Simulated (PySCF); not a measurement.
**BH2(CCH): geometry, NMR shifts, electronic excitations, spin-spin couplings and core binding energies**

Aim: predict the NMR shifts, electronic excitations, spin-spin couplings and core binding energies of BH2(CCH) (`[H]B([H])C#C`).

Computed with PySCF 2.14.0, with density-fitted response routines of our own, on a single molecule in the gas phase. Atoms are numbered from 0 throughout.

### Step 1. The starting structure

6 atoms, charge 0, multiplicity 1; geometry from: GFN2-xTB.

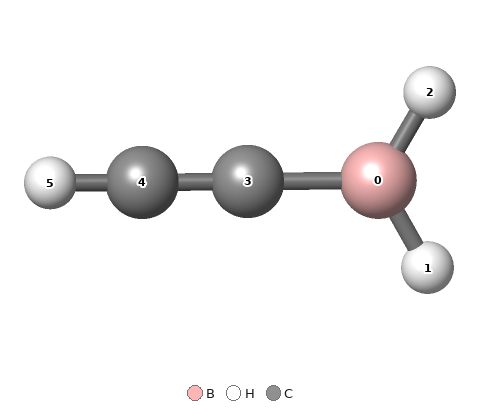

As it starts; boron pink, hydrogen white, carbon grey, atoms numbered.

### Step 2. Geometry optimisation at PBE0-D3(BJ)/def2-SVP

The job: settings as JSON, then the geometry in Å.

```
{"job": {"xc": "PBE0", "basis": "def2-SVP", "d3": "d3bj", "grid": 1, "maxiter": 40, "kind": "geom"}, "charge": 0, "multiplicity": 1}
B      0.568000     0.981560     0.005360
H      1.733690     0.971960     0.100340
H     -0.021130     1.988210    -0.085920
C     -0.181700    -0.313780    -0.000530
C     -0.784880    -1.359230    -0.006870
H     -1.313990    -2.268710    -0.012390
```

What it wrote:

```text
step   0  E = -102.55885191  max force = 0.018840
step   1  E = -102.56103029  max force = 0.001555
step   2  E = -102.56104605  max force = 0.000344
step   3  E = -102.56104813  max force = 0.000222
optimisation converged
```

Wall time 3.3 s (1 thread, shared host).

Along the way:

```csv
step,energy from step 0 (eV),largest force component (eV/Å)
0,0.0000,0.9688
1,-0.0593,0.0800
2,-0.0597,0.0177
3,-0.0598,0.0114
```

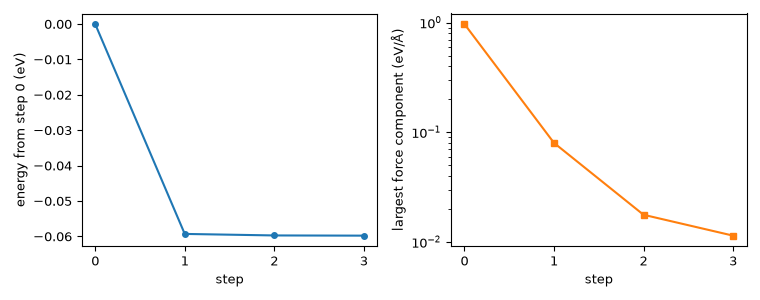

Energy and largest force along the relaxation.

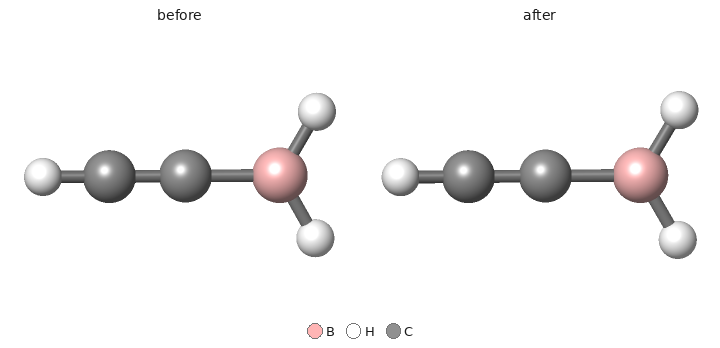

Before and after, at one scale.

Close pairs (by a distance rule), those that changed most:

```csv
bond,before (Å),after (Å),change (Å)
B0–H1,1.170,1.207,+0.037
B0–H2,1.170,1.207,+0.037
C4–H5,1.052,1.076,+0.023
C3–C4,1.207,1.221,+0.014
B0–C3,1.497,1.508,+0.012
```

The final coordinates are the input of the step that follows.

```csv
at the end point,value
point group (found at 0.08 Å tolerance),C2v
"rotational constants (GHz, main isotopes)","229.5, 8.891, 8.560"
dipole moment (D),1.05
```

### Step 3. Nuclear shieldings: PBE0/pcSseg-1

The job: settings as JSON, then the geometry in Å.

```
{"job": {"kind": "nmr", "xc": "PBE0", "basis": "pcSseg-1"}, "charge": 0, "multiplicity": 1}
B      0.570094     0.986348     0.004398
H      1.772904     0.987268     0.103840
H     -0.028707     2.030212    -0.087250
C     -0.184889    -0.319302    -0.001574
C     -0.795178    -1.376838    -0.007262
H     -1.334235    -2.307678    -0.012162
```

Method: GIAO PBE0/pcSseg-1 NMR shielding, non-relativistic, gas phase.

What it wrote:

```text
coarse grid: 5120 points
cycle   1  E = -102.5828821566  dE =  1.212e-01  |g| = 2.797e-01  |ddm| = 2.106e+00
cycle   2  E = -102.5695221639  dE =  1.336e-02  |g| = 3.607e-01  |ddm| = 6.387e-01
cycle   3  E = -102.6007322021  dE = -3.121e-02  |g| = 1.296e-01  |ddm| = 3.328e-01
cycle   4  E = -102.6049612827  dE = -4.229e-03  |g| = 2.298e-02  |ddm| = 9.483e-02
cycle   5  E = -102.6051204632  dE = -1.592e-04  |g| = 4.544e-03  |ddm| = 3.107e-02
cycle   6  E = -102.6051281216  dE = -7.658e-06  |g| = 5.735e-04  |ddm| = 4.728e-03
final grid: 49744 points
cycle   7  E = -102.6236913883  dE = -1.297e-05  |g| = 2.930e-03  |ddm| = 1.585e-02
cycle   8  E = -102.6236918346  dE = -4.463e-07  |g| = 2.738e-03  |ddm| = 6.692e-03
cycle   9  E = -102.6236939862  dE = -2.152e-06  |g| = 4.861e-04  |ddm| = 3.122e-03
cycle  10  E = -102.6236940335  dE = -4.724e-08  |g| = 3.038e-04  |ddm| = 5.131e-04
cycle  11  E = -102.6236940573  dE = -2.382e-08  |g| = 3.782e-05  |ddm| = 1.991e-04
cycle  12  E = -102.6236940577  dE = -4.329e-10  |g| = 4.561e-06  |ddm| = 3.434e-05
converged SCF energy = -102.6236940577

GIAO shielding tensors (ppm)
atom      isotropic    diamagn.    paramagn.     s11        s22        s33       span
  0 B       30.499     194.990    -164.492    -43.892     -1.125    136.514    180.406
  1 H       24.450      28.287      -3.838     20.462     26.166     26.721      6.260
  2 H       24.450      28.286      -3.836     20.461     26.165     26.724      6.262
  3 C       85.510     255.246    -169.736    -20.104    -17.973    294.609    314.713
  4 C       35.501     261.295    -225.794     -2.207     22.325     86.386     88.593
  5 H       25.355      31.514      -6.159     24.285     24.820     26.962      2.677
```

Run time: 2.5 s. Hardware: 1 thread, shared host.

Shifts follow as δ = σ(reference) − σ, with reference shieldings (ppm) from runs at the same level and on the same kind of geometry: ¹H TMS 31.27, ¹³C TMS 184.4, ¹¹B BF3·OEt2 100.7. The references are single molecules in the gas phase. Atoms listed in one row are averaged.

```csv
atoms,environment,σ (ppm),δ (ppm)
C4,"carbon bonded to C, H",35.5,148.9
C3,"carbon bonded to C, B",85.5,98.9
"H1, H2",hydrogen on a boron bonded to C,24.45,6.82
H5,hydrogen on a carbon bonded to C,25.36,5.91
B0,"boron bonded to C, 2 H",30.5,70.2
```

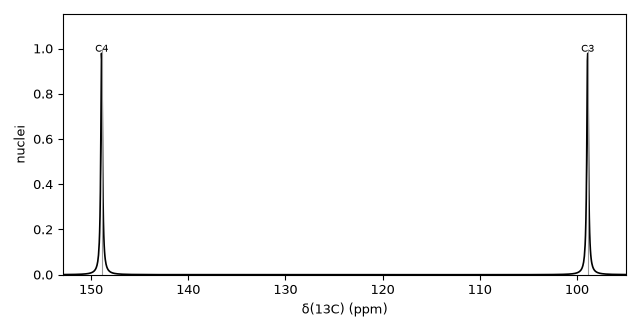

¹³C lines at the computed shifts, without couplings. Lines are broadened to a width of 0.20 ppm (Lorentzian).

The run also stored atomic charges by several schemes (e):

```csv
atoms,Mulliken,IAO,Hirshfeld,ESP fit
B0,0.18,0.03,0.16,0.45
C3,-0.06,-0.13,-0.11,-0.17
C4,-0.21,-0.16,-0.06,-0.32
```

ESP fit charges:

```csv
atom,value (e)
B0,0.45
H1,-0.13
H2,-0.13
C3,-0.17
C4,-0.32
H5,0.31
```

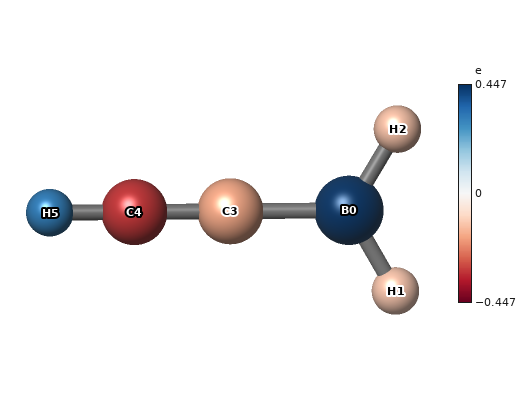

ESP fit charges, as colours on the atoms.

Mayer bond orders: B0–C3 1.13, C3–C4 2.46.

### Step 4. Ultraviolet spectrum: CAM-B3LYP/def2-SVPD

Settings changed since step 3:

```diff
@@ -1,2 +1,2 @@
-{"job": {"kind": "nmr", "xc": "PBE0", "basis": "pcSseg-1"}, "charge": 0, "multiplicity": 1}
+{"job": {"kind": "uv", "xc": "CAM-B3LYP", "basis": "def2-SVPD", "ip": false, "nstates": 10}, "charge": 0, "multiplicity": 1}
 B      0.570094     0.986348     0.004398
```

Level: TDDFT CAM-B3LYP/def2-SVPD, vertical, gas phase, core orbitals frozen in the response.

What it wrote:

```text
coarse grid: 5120 points
cycle   1  E = -102.5916693085  dE =  1.245e-01  |g| = 2.478e-01  |ddm| = 7.853e+00
cycle   2  E = -102.5967710484  dE = -5.102e-03  |g| = 2.354e-01  |ddm| = 1.523e+00
cycle   3  E = -102.6097169319  dE = -1.295e-02  |g| = 7.446e-02  |ddm| = 3.716e-01
cycle   4  E = -102.6110118997  dE = -1.295e-03  |g| = 2.476e-02  |ddm| = 1.741e-01
cycle   5  E = -102.6111904208  dE = -1.785e-04  |g| = 2.023e-03  |ddm| = 6.573e-02
cycle   6  E = -102.6111926272  dE = -2.206e-06  |g| = 4.067e-04  |ddm| = 1.036e-02
final grid: 49744 points
cycle   7  E = -102.6352797171  dE = -1.179e-05  |g| = 1.286e-03  |ddm| = 4.972e-02
cycle   8  E = -102.6352800037  dE = -2.866e-07  |g| = 9.904e-04  |ddm| = 6.565e-03
cycle   9  E = -102.6352802905  dE = -2.868e-07  |g| = 1.707e-04  |ddm| = 1.822e-03
cycle  10  E = -102.6352802948  dE = -4.373e-09  |g| = 1.611e-04  |ddm| = 3.469e-04
cycle  11  E = -102.6352803023  dE = -7.509e-09  |g| = 1.981e-05  |ddm| = 2.157e-04
cycle  12  E = -102.6352803028  dE = -4.836e-10  |g| = 7.593e-06  |ddm| = 1.072e-04
converged SCF energy = -102.6352803028

Static polarisability (au): isotropic 38.559, principal 26.640 30.814 58.224

Singlet excitations
state   eV       nm        f      main configurations
  1   3.8618    321.1   0.00000   H->L 0.98
  2   5.4860    226.0   0.07160   H-1->L 0.80, H->L+2 0.17
  3   6.2820    197.4   0.00000   H-2->L 0.93
  4   7.0662    175.5   0.01403   H-3->L 0.98
  5   7.1635    173.1   0.00000   H-1->L+2 0.96
  6   7.7808    159.3   0.01651   H->L+1 0.88
  7   8.1952    151.3   0.60766   H->L+2 0.59, H-1->L+5 0.20, H-1->L 0.16
  8   8.4518    146.7   0.00000   H->L+5 0.90
  9   8.5321    145.3   0.01314   H->L+3 0.79, H->L+4 0.15
 10   8.5692    144.7   0.09757   H-1->L+1 0.86, H-1->L+3 0.09

Triplet excitations (Tamm-Dancoff, eV): 3.5229 3.9030 5.4774 5.6199
```

Wall time 3.3 s (1 thread, shared host).

The orbitals next to the gap, with their largest atomic shares:

```csv
orbital,eV,atoms
HOMO−3,-12.79,"B0 43 %, C3 20 %, H1 16 %"
HOMO−2,-12.06,"B0 40 %, H2 18 %, H1 18 %"
HOMO−1,-10.23,"C3 45 %, C4 40 %, B0 10 %"
HOMO,-9.43,"C4 40 %, C3 35 %, B0 11 %"
LUMO,-1.31,"B0 42 %, C3 21 %, C4 20 %"
LUMO+1,1.26,"B0 61 %, C4 19 %, C3 7 %"
LUMO+2,1.74,"C4 34 %, C3 32 %, H5 12 %"
```

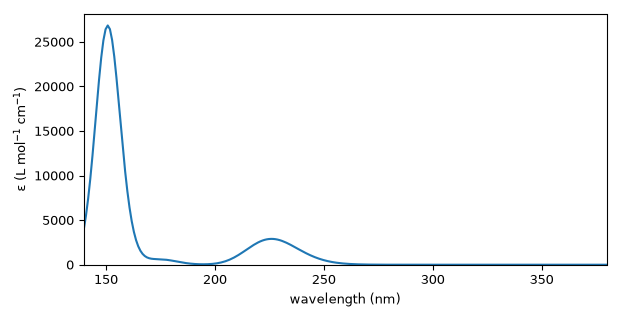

Absorption spectrum: each of the 10 states is a Gaussian band of 0.4 eV half-width at 1/e. Beyond the last state computed it falls off for lack of states.

Further results of this job:

```csv
property,computed
dipole moment (D),0.97
polarisability (Å³),5.71
HOMO–LUMO gap (eV),8.13
−ε(HOMO) (eV),9.43
```

### Step 5. J couplings: B3LYP/pcJ-1

The job: settings as JSON, then the geometry in Å.

```
{"job": {"kind": "j", "xc": "B3LYP", "basis": "pcJ-1"}, "charge": 0, "multiplicity": 1}
B      0.570094     0.986348     0.004398
H      1.772904     0.987268     0.103840
H     -0.028707     2.030212    -0.087250
C     -0.184889    -0.319302    -0.001574
C     -0.795178    -1.376838    -0.007262
H     -1.334235    -2.307678    -0.012162
```

With the program's defaults for keys left out, this is: B3LYP/pcJ-1 indirect spin-spin coupling, non-relativistic, gas phase.

What it wrote:

```text
coarse grid: 5120 points
cycle   1  E = -102.7420120109  dE =  9.195e-02  |g| = 3.146e-01  |ddm| = 2.084e+00
cycle   2  E = -102.7219599305  dE =  2.005e-02  |g| = 4.119e-01  |ddm| = 6.249e-01
cycle   3  E = -102.7619174339  dE = -3.996e-02  |g| = 1.572e-01  |ddm| = 3.753e-01
cycle   4  E = -102.7679487866  dE = -6.031e-03  |g| = 3.420e-02  |ddm| = 1.119e-01
cycle   5  E = -102.7682857452  dE = -3.370e-04  |g| = 6.459e-03  |ddm| = 3.617e-02
cycle   6  E = -102.7683006956  dE = -1.495e-05  |g| = 8.241e-04  |ddm| = 6.316e-03
cycle   7  E = -102.7683009004  dE = -2.049e-07  |g| = 1.542e-04  |ddm| = 8.510e-04
final grid: 49744 points
cycle   8  E = -102.7928436501  dE = -4.677e-05  |g| = 2.743e-03  |ddm| = 1.047e-02
cycle   9  E = -102.7928433644  dE =  2.857e-07  |g| = 2.646e-03  |ddm| = 4.995e-03
cycle  10  E = -102.7928452954  dE = -1.931e-06  |g| = 6.474e-04  |ddm| = 2.866e-03
cycle  11  E = -102.7928452850  dE =  1.041e-08  |g| = 7.011e-04  |ddm| = 7.981e-04
cycle  12  E = -102.7928454136  dE = -1.286e-07  |g| = 5.286e-05  |ddm| = 4.212e-04
cycle  13  E = -102.7928454144  dE = -7.572e-10  |g| = 3.980e-06  |ddm| = 4.469e-05
converged SCF energy = -102.7928454144

Indirect spin-spin couplings (Hz)
  i      j    bonds     total        FC       PSO       DSO        SD
  0 B    1 H    1    147.557   148.026    -1.312     0.264     0.579
  0 B    2 H    1    147.555   148.024    -1.312     0.264     0.579
  0 B    3 C    1     96.547    98.353    -2.180     0.128     0.245
  0 B    4 C    2     18.788    18.126     0.146    -0.209     0.724
  0 B    5 H    3      3.134     3.564     0.275    -0.667    -0.037
  1 H    2 H    2     -3.123    -3.132     2.027    -2.184     0.166
  1 H    3 C    2      3.367     3.685    -0.112    -0.188    -0.018
  1 H    4 C    3      4.725     4.110     0.787    -0.405     0.232
  1 H    5 H    4     -2.692    -2.634     1.293    -1.404     0.052
  2 H    3 C    2      3.399     3.718    -0.112    -0.188    -0.018
  2 H    4 C    3      4.756     4.142     0.788    -0.405     0.232
  2 H    5 H    4     -2.680    -2.621     1.292    -1.403     0.052
  3 C    4 C    1    171.746   154.616     5.693     0.037    11.399
  3 C    5 H    2     46.391    41.458     5.359    -1.224     0.799
  4 C    5 H    1    266.335   267.757    -2.329     0.284     0.623
```

Wall time 4.4 s (1 thread, shared host).

Couplings of 1 Hz or more, nine at most for each number of bonds, with means over like pairs (isotopes 11B, 13C, 1H):

```csv
pair,bonds,J (Hz),Fermi contact (Hz)
C4–H5,1,266.3,267.8
C3–C4,1,171.7,154.6
B0–H1,1,147.6,148.0
B0–C3,1,96.5,98.4
C3–H5,2,46.4,41.5
B0–C4,2,18.8,18.1
H1–C3,2,3.4,3.7
H1–H2,2,-3.1,-3.1
H1–C4,3,4.7,4.1
B0–H5,3,3.1,3.6
H1–H5,4,-2.7,-2.6
```

Quadrupole couplings from the field gradients of the same density:

```csv
atom,isotope,eQq/h (MHz),η
B0,11B,5.400,0.11
```

### Step 6. NMR shieldings: wB97X-D/pcSseg-1

Settings changed since step 5:

```diff
@@ -1,2 +1,2 @@
-{"job": {"kind": "j", "xc": "B3LYP", "basis": "pcJ-1"}, "charge": 0, "multiplicity": 1}
+{"job": {"kind": "nmr", "xc": "wB97X-D", "basis": "pcSseg-1", "pop": false}, "charge": 0, "multiplicity": 1}
 B      0.570094     0.986348     0.004398
```

Level: GIAO wB97X-D/pcSseg-1 NMR shielding, non-relativistic, gas phase.

What it wrote:

```text
coarse grid: 5120 points
cycle   1  E = -102.6875876448  dE =  1.523e-01  |g| = 2.496e-01  |ddm| = 2.064e+00
cycle   2  E = -102.6975755248  dE = -9.988e-03  |g| = 2.003e-01  |ddm| = 4.708e-01
cycle   3  E = -102.7065172652  dE = -8.942e-03  |g| = 6.301e-02  |ddm| = 1.637e-01
cycle   4  E = -102.7074308468  dE = -9.136e-04  |g| = 2.320e-02  |ddm| = 5.551e-02
cycle   5  E = -102.7075843281  dE = -1.535e-04  |g| = 2.005e-03  |ddm| = 3.502e-02
cycle   6  E = -102.7075870237  dE = -2.696e-06  |g| = 5.206e-04  |ddm| = 5.048e-03
final grid: 49744 points
cycle   7  E = -102.7264863613  dE = -5.324e-05  |g| = 2.223e-03  |ddm| = 2.817e-02
cycle   8  E = -102.7264876383  dE = -1.277e-06  |g| = 1.179e-03  |ddm| = 3.931e-03
cycle   9  E = -102.7264878369  dE = -1.986e-07  |g| = 9.598e-04  |ddm| = 1.286e-03
cycle  10  E = -102.7264880755  dE = -2.386e-07  |g| = 1.062e-04  |ddm| = 8.331e-04
cycle  11  E = -102.7264880832  dE = -7.652e-09  |g| = 3.564e-05  |ddm| = 2.823e-04
cycle  12  E = -102.7264880844  dE = -1.194e-09  |g| = 1.468e-05  |ddm| = 9.231e-05
cycle  13  E = -102.7264880845  dE = -1.874e-10  |g| = 3.984e-06  |ddm| = 3.509e-05
converged SCF energy = -102.7264880845

GIAO shielding tensors (ppm)
atom      isotropic    diamagn.    paramagn.     s11        s22        s33       span
  0 B       35.063     194.614    -159.551    -35.418      3.660    136.946    172.364
  1 H       24.777      28.470      -3.694     20.945     26.502     26.883      5.939
  2 H       24.777      28.469      -3.692     20.943     26.502     26.885      5.942
  3 C       89.945     255.961    -166.016    -17.980    -16.172    303.987    321.967
  4 C       38.279     261.601    -223.322     -4.187     20.715     98.309    102.496
  5 H       25.711      31.391      -5.680     24.407     24.865     27.862      3.455
```

Run time: 2 s. Hardware: 1 thread, shared host.

This run: δ C4 146.3, C3 94.6, B0 66.5, H1 6.60, H5 5.67 ppm (means over like atoms).

### Step 7. Core-electron binding energies: SCAN, X2C

Settings changed since step 6:

```diff
@@ -1,2 +1,2 @@
-{"job": {"kind": "nmr", "xc": "wB97X-D", "basis": "pcSseg-1", "pop": false}, "charge": 0, "multiplicity": 1}
+{"job": {"kind": "xps", "metal_2p": true}, "charge": 0, "multiplicity": 1}
 B      0.570094     0.986348     0.004398
```

With the program's defaults for keys left out, this is: delta-SCF UKS SCAN, pcX-2 on the ionised atom (unc-x2c-TZVPall on a metal), pcseg-1 elsewhere, spin-free X2C.

What it wrote:

```text
ground state, core basis on atom 0 (B), 88 functions
  cycle   1  E = -102.70868926  |g| = 3.29e-01
  cycle   2  E = -102.66332058  |g| = 5.06e-01
  cycle   3  E = -102.72663102  |g| = 2.23e-01
  cycle   4  E = -102.74094155  |g| = 3.27e-02
  cycle   5  E = -102.74130999  |g| = 9.45e-03
  cycle   6  E = -102.74133979  |g| = 1.66e-03
  cycle   7  E = -102.74134045  |g| = 3.68e-04
  E(ground) = -102.74454568 Eh
hole in B 1s of atom 0
  cycle   1  E = -95.10719833  |g| = 1.15e+00
  cycle   2  E = -93.67974600  |g| = 1.78e+00
  cycle   3  E = -95.20004098  |g| = 6.69e-01
  cycle   4  E = -95.41707159  |g| = 3.86e-01
  cycle   5  E = -95.49454830  |g| = 1.87e-01
  cycle   6  E = -95.51417886  |g| = 2.83e-02
  cycle   7  E = -95.51512594  |g| = 2.27e-02
  cycle   8  E = -95.51588104  |g| = 1.76e-02
  cycle   9  E = -95.51653380  |g| = 2.00e-02
  cycle  10  E = -95.51698002  |g| = 1.58e-02
  cycle  11  E = -95.51729189  |g| = 8.78e-03
  cycle  12  E = -95.51729645  |g| = 4.76e-03
  cycle  13  E = -95.51734148  |g| = 2.98e-03
  cycle  14  E = -95.51736144  |g| = 1.53e-03
  cycle  15  E = -95.51736588  |g| = 6.18e-04
  cycle  16  E = -95.51736582  |g| = 1.96e-04
  E(ion) = -95.52032584 Eh   <S^2> = 1.0725   hole on atom = 1.000   binding energy = 196.581 eV
ground state, core basis on atom 3 (C), 88 functions
  cycle   1  E = -102.75382440  |g| = 5.93e-02
  cycle   2  E = -102.75283301  |g| = 6.28e-02
  cycle   3  E = -102.75288459  |g| = 6.15e-02
  cycle   4  E = -102.75395935  |g| = 1.72e-03
  cycle   5  E = -102.75396008  |g| = 5.13e-04
  cycle   6  E = -102.75395955  |g| = 1.13e-04
  E(ground) = -102.75632141 Eh
hole in C 1s of atom 3
  cycle   1  E = -91.50506429  |g| = 1.50e+00
  cycle   2  E = -90.62817506  |g| = 1.89e+00
  cycle   3  E = -91.68140137  |g| = 9.03e-01
  cycle   4  E = -92.00300398  |g| = 3.14e-01
  cycle   5  E = -92.06087864  |g| = 8.26e-02
  cycle   6  E = -92.06560494  |g| = 1.58e-02
  cycle   7  E = -92.06606395  |g| = 8.95e-03
  cycle   8  E = -92.06634434  |g| = 6.24e-03
  cycle   9  E = -92.06653908  |g| = 3.30e-03
  cycle  10  E = -92.06656626  |g| = 1.29e-03
  cycle  11  E = -92.06656978  |g| = 6.32e-04
  cycle  12  E = -92.06657112  |g| = 3.54e-04
  E(ion) = -92.06775035 Eh   <S^2> = 0.8604   hole on atom = 1.000   binding energy = 290.851 eV
ground state, core basis on atom 4 (C), 88 functions
  cycle   1  E = -102.75348775  |g| = 6.28e-02
  cycle   2  E = -102.75179185  |g| = 8.44e-02
  cycle   3  E = -102.75291564  |g| = 5.30e-02
  cycle   4  E = -102.75369973  |g| = 7.36e-03
  cycle   5  E = -102.75371762  |g| = 7.82e-04
  cycle   6  E = -102.75371814  |g| = 1.14e-04
  E(ground) = -102.75573778 Eh
hole in C 1s of atom 4
  cycle   1  E = -91.48194903  |g| = 1.50e+00
  cycle   2  E = -90.35129741  |g| = 1.96e+00
  cycle   3  E = -91.75146374  |g| = 7.66e-01
  cycle   4  E = -91.94658828  |g| = 4.49e-01
  cycle   5  E = -92.04515059  |g| = 1.19e-01
  cycle   6  E = -92.05520335  |g| = 2.02e-02
  cycle   7  E = -92.05592110  |g| = 1.20e-02
  cycle   8  E = -92.05632877  |g| = 8.31e-03
  cycle   9  E = -92.05659853  |g| = 5.05e-03
  cycle  10  E = -92.05665356  |g| = 1.58e-03
  cycle  11  E = -92.05665877  |g| = 7.16e-04
  cycle  12  E = -92.05666056  |g| = 4.00e-04
  E(ion) = -92.05772160 Eh   <S^2> = 0.8857   hole on atom = 1.000   binding energy = 291.108 eV
```

Run time: 6.5 s. Hardware: 1 thread, shared host.

The holes in one table. −ε is the ground-state orbital energy:

```csv
hole,stands for,environment,ΔSCF (eV),−ε (eV),⟨S²⟩
B1s on B0,B0,"boron bonded to C, 2 H",196.58 (doubtful),180.8,1.073
C1s on C3,C3,"carbon bonded to C, B",290.85 (doubtful),273.7,0.860
C1s on C4,C4,"carbon bonded to C, H",291.11 (doubtful),274.4,0.886
```

Doubtful: the ion did not converge, its hole moved, or its ⟨S²⟩ is well above 0.75.

### Step 8. Run by run: NMR shifts

Shifts (ppm), means over like atoms, with basis size and wall time:

```csv
run,C4,C3,H1,H5,B0,functions,time
PBE0/pcSseg-1,148.9,98.9,6.82,5.91,70.2,66,2.5 s
wB97X-D/pcSseg-1,146.3,94.6,6.60,5.67,66.5,66,2 s
```

### Step 9. Results

| quantity | value |
| --- | --- |
| point group | C2v |
| rotational constants (main isotopes) | 229.50, 8.89, 8.56 GHz |
| ¹³C shifts against TMS (PBE0/pcSseg-1) | 148.9, 98.9 ppm |
| ¹H shifts against TMS (PBE0/pcSseg-1, means over atoms taken as alike) | 6.82, 5.91 ppm |
| ¹¹B shifts against BF3·OEt2 (PBE0/pcSseg-1) | 70.2 ppm |
| lowest singlet (CAM-B3LYP/def2-SVPD) | 3.86 eV (321 nm), f = 0.000 |
| brightest single state of those computed | state 7, 8.20 eV, f = 0.608 |
| lowest triplet | 3.52 eV |
| largest coupling of the table (B3LYP/pcJ-1) | ¹J(C,H) C4–H5, 266.3 Hz |
| range of the shift of C3 | 94.6 to 98.9 ppm |

**Reading.** Over 3 steps the energy fell by 0.060 eV; of the close pairs, B0–H1 changed most, 1.170 to 1.207 Å. At PBE0/pcSseg-1: The widest tensor belongs to C3: span 315 ppm, with a paramagnetic part of -170 ppm. The lowest singlet, at 3.86 eV, is HOMO→LUMO 0.98 and is dark; of the 10 states computed, the strongest absorption comes from state 7 at 8.20 eV. The lowest triplet lies 0.34 eV below the lowest singlet (triplets in Tamm-Dancoff, singlets in full TDDFT). Of the pairs tabulated at B3LYP/pcJ-1, C4–H5 couples most strongly (266.3 Hz; Fermi contact 267.8 Hz). In ppm, C3 moves most: its shift spreads over 4.3 ppm, from 94.6 (wB97X-D/pcSseg-1) to 98.9 (PBE0/pcSseg-1).
